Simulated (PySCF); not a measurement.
Cd(tBu)(OMe), SMILES C[C](C)([Cd][O]C)C at its GFN2-xTB optimised geometry (Å):

```
19

Cd    -0.6740    -0.7636     0.0000
C      1.5371    -0.7636     0.0000
C      1.9239    -0.0362     1.2841
C      2.2126    -2.1292    -0.0719
C      1.9085     0.0869    -1.2108
H      2.9995     0.1650     1.2956
H      1.6862    -0.6362     2.1672
H      1.3998     0.9213     1.3516
H      1.9539    -2.7485     0.7862
H      1.9398    -2.6616    -0.9826
H      3.2992    -1.9979    -0.0741
H      1.6600    -0.4247    -2.1453
H      1.3815     1.0443    -1.1784
H      2.9835     0.2907    -1.2155
O     -1.4295     1.1795     0.0000
C     -2.7325     1.6485    -0.0118
H     -2.7046     2.7485    -0.0293
H     -3.2940     1.3195    -0.9026
H     -3.2992     1.3477     0.8856
```

Computed with PySCF 2.14.0 with PBE0/def2-SVP, def2 effective core potentials past Kr. The core electrons that the potentials of Cd replace are not part of the density.

Map of the Laplacian of the electron density (e/bohr⁵), clipped to [-1.50, 1.50] on the plane z = 0.8 Å:

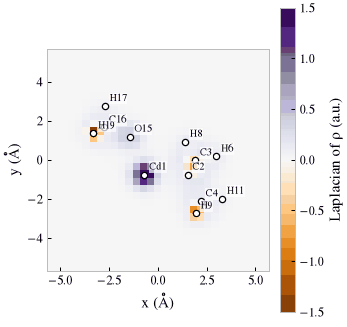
Fig. 1. Laplacian of the electron density (e/bohr⁵), clipped to [-1.50, 1.50] on the plane z = 0.8 Å.
